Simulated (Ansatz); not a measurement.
A series of calculations on TiN₂H₅Cl₂F

### Relaxation

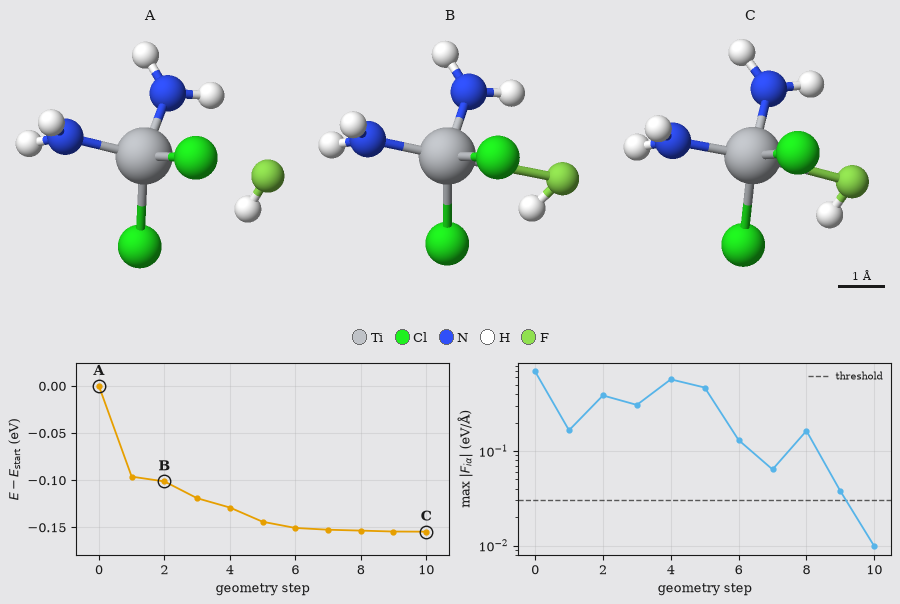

Frames of a relaxation of TiN2H5Cl2F, marked on the history of the run. A ball-and-stick model, seen at a tilt.

The run prepares an end point of a later path (reaction) calculation, from a guessed geometry.

These are results of RKS BLYP-D4/def2-SVP (Ansatz), not measurements. Set-up: no spin polarisation; force threshold 0.03 eV/Å; at most 50 steps.

Question: Describe the path.

Answer: An H atom moves most after the best rigid fit: 0.47 Å. By element the largest moves are H 0.47 Å, F 0.42 Å, Ti 0.21 Å, N 0.20 Å, Cl 0.12 Å. Some distances before and after: F–Ti 3.027 → 2.457 Å, Cl–H 2.562 → 2.033 Å, H–Ti 3.023 → 2.512 Å, F–H 0.936 → 0.970 Å. New bonds form, among them: F–Ti (3.03 → 2.46 Å). Bond angles that change, for instance: Cl–Ti–N 106.7° → 101.1°, Cl–Ti–Cl 116.6° → 122.2°, Cl–Ti–N 106.0° → 101.4°. The energy falls by 0.154 eV in 10 geometry steps. The largest force component goes from 0.69 to 0.0099 eV/Å. From step 0 to 2: an H atom moves most (0.39 Å), energy −0.101 eV. From step 2 to 10: the F atom moves most (0.31 Å), energy −0.053 eV.

Limits of the set-up: the start holds two separate molecules, 2.2 Å apart at their closest, whose relative position is a soft coordinate.

### Relaxation

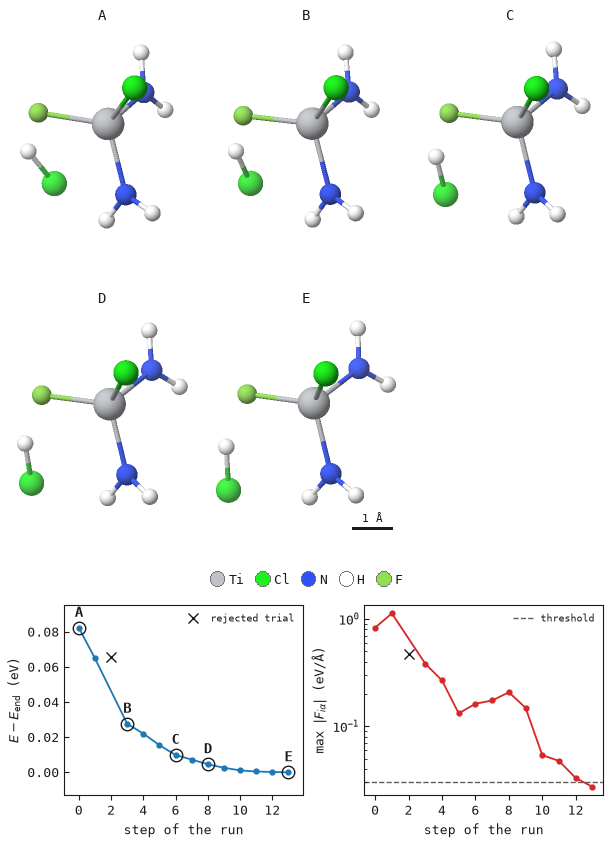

Frames of a relaxation of TiN₂H₅Cl₂F, marked on the history of the run. Style: ball-and-stick. Shown from a free direction.

The run prepares an end point of a later path (reaction) calculation, from a guessed geometry.

Method: Ansatz, RKS BLYP-D4/def2-SVP.

Input
```yaml
crystal:
  periodic: [false, false, false]
  atoms:
    - { symbol: Ti, position_ang: [0.454543, -0.299821, -0.594616] }
    - { symbol: Cl, position_ang: [-1.248358, -0.721788, 2.518721] }
    - { symbol: Cl, position_ang: [1.653302, -0.170688, -2.4756] }
    - { symbol: "N", position_ang: [-0.394381, 1.346032, -0.284991] }
    - { symbol: H, position_ang: [-1.389532, 1.537077, -0.126419] }
    - { symbol: H, position_ang: [0.148682, 2.214552, -0.174566] }
    - { symbol: "N", position_ang: [-0.90086, -1.562903, -0.791997] }
    - { symbol: H, position_ang: [-1.343292, -1.992659, 0.030778] }
    - { symbol: H, position_ang: [-1.249533, -1.954788, -1.672724] }
    - { symbol: F, position_ang: [1.532904, -0.638287, 0.830103] }
    - { symbol: H, position_ang: [0.083023, -0.691327, 2.365811] }
basis:
  gaussian: { orbitals: def2-SVP }
hamiltonian:
  xc: blyp
  dispersion: d4
relax:
  f_tol: 0.03
  max_steps: 50
```

Command:
```bash
ansatz run input.yaml --threads 4 --pin off --max-ram 5120MiB --backend cpu --events-out ev --progress --plain --runs-dir out
```

Q: Describe the path.

A: The largest move after the best rigid fit is that of Cl2, 1.05 Å. Largest moves by element: Cl 1.05 Å, H 0.60 Å, F 0.46 Å, N 0.36 Å, Ti 0.16 Å. Among the contacts that change: Ti1–Cl2 3.574 → 3.925 Å, Cl2–H11 1.340 → 1.318 Å, Ti1–F10 1.819 → 1.809 Å, Ti1–N7 1.863 → 1.858 Å. Bond angles that change, for instance: N7–Ti1–F10 112.8° → 108.8°. After 12 accepted moves (13 points after the start) the energy has fallen by 0.082 eV. The largest force component goes from 0.83 to 0.027 eV/Å. The line search rejected the trial step at point 2 of the run. From step 0 to 3: Cl2 moves most (0.20 Å), energy −0.055 eV. From step 3 to 6: Cl2 moves most (0.39 Å), energy −0.018 eV. From step 6 to 8: Cl2 moves most (0.23 Å), energy −0.005 eV. From step 8 to 13: Cl2 moves most (0.30 Å), energy −0.005 eV.

```tsv
step	E − E(0), eV	largest force component, eV/Å	note
0	0.0000	0.8300	
1	-0.0173	1.1250	
2	-0.0168	0.4681	rejected
3	-0.0546	0.3827	
4	-0.0602	0.2673	
5	-0.0668	0.1319	
6	-0.0724	0.1622	
7	-0.0750	0.1740	
8	-0.0777	0.2074	
9	-0.0797	0.1490	
10	-0.0812	0.0540	
11	-0.0818	0.0476	
12	-0.0820	0.0330	
13	-0.0823	0.0273
```

### Path

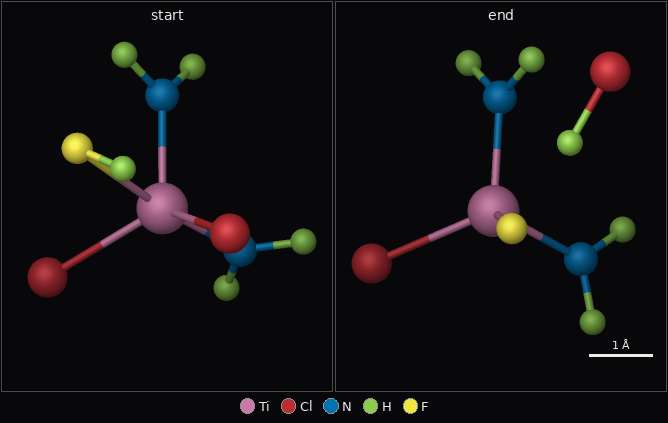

The two relaxed end points of a path for TiN2H5Cl2F. A ball-and-stick model, seen from a free direction.

The calculation used Ansatz 0.2.0, RKS BLYP-D4/def2-SVP.

Settings: 5 movable images; climbing image; force threshold 0.05 eV/Å; iteration limit 60.

Start:
```xyz
11

Ti    0.0733   -0.0138    0.0319
Cl   -0.3427    0.1661    2.3288
Cl    2.0911    0.3717   -0.8446
N    -0.8970    1.4354   -0.6234
H    -1.8261    1.7073   -0.2777
H    -0.5535    2.1108   -1.3158
N    -0.8515   -1.4379   -0.7546
H    -0.5455   -2.4016   -0.5719
H    -1.6172   -1.4029   -1.4332
F     1.1036   -1.9436    1.1512
H     0.7120   -1.5260    1.9338
```

End:
```xyz
11

Ti    0.4054   -0.0519   -0.5219
Cl   -0.8140   -1.8122    2.7676
Cl    1.8783   -0.0491   -2.2010
N    -0.6203    1.5178   -0.5657
H    -1.6351    1.5973   -0.6858
H    -0.1991    2.4524   -0.4773
N    -0.8096   -1.4477   -0.6908
H    -1.1643   -1.9097    0.1616
H    -1.1016   -1.9423   -1.5414
F     1.2102   -0.1716    1.0943
H     0.1964   -1.1176    2.2848
```

What barrier does the band find between them, and by what path?

The highest point, image 3, lies 24.3 kJ/mol above the start and 44.5 kJ/mol above the end; the end is at −20.2 kJ/mol relative to the start. Breaking: F10–H11 (0.97 → 0.99 at the top → 1.83 Å), Ti1–Cl2 (2.34 → 2.43 at the top → 3.93 Å). Forming: Cl2–H11 (2.03 → 1.91 at the top → 1.32 Å). The band is converged.

Energies of the converged images:

```
image  path (Å)  E (kJ/mol)
    0      0.00         0.0
    1      1.27        11.0
    2      2.55        18.6
    3      3.82        24.3
    4      4.79        15.1
    5      5.77       -18.4
    6      6.75       -20.2
```

The geometry at the top of the path:

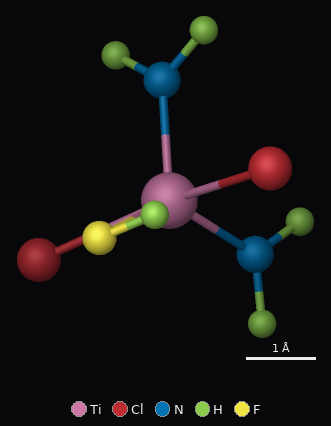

Cost: 5.4 min on 4 threads of Arm Neoverse V1 (shared host), peak memory 0.23 GiB.
